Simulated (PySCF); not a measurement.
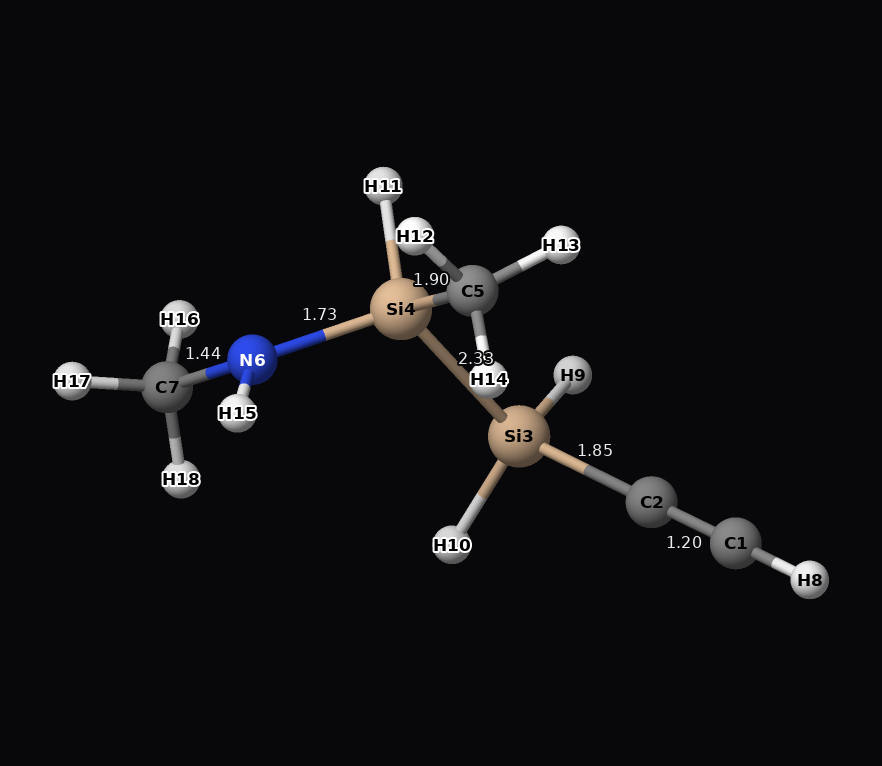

Bond lengths are marked in Å; every bond is drawn as one stick. Computed geometry: GFN2-xTB optimisation. No frequency run is at hand to confirm it as a minimum.

Which of the marked bonds are single, double, triple or aromatic?

Answer. C1–C2 triple; C2–Si3 single; Si3–Si4 single; Si4–C5 single; Si4–N6 single; N6–C7 single.

Give the structure as SMILES.

Answer. C#C[SiH2][Si@H](C)NC
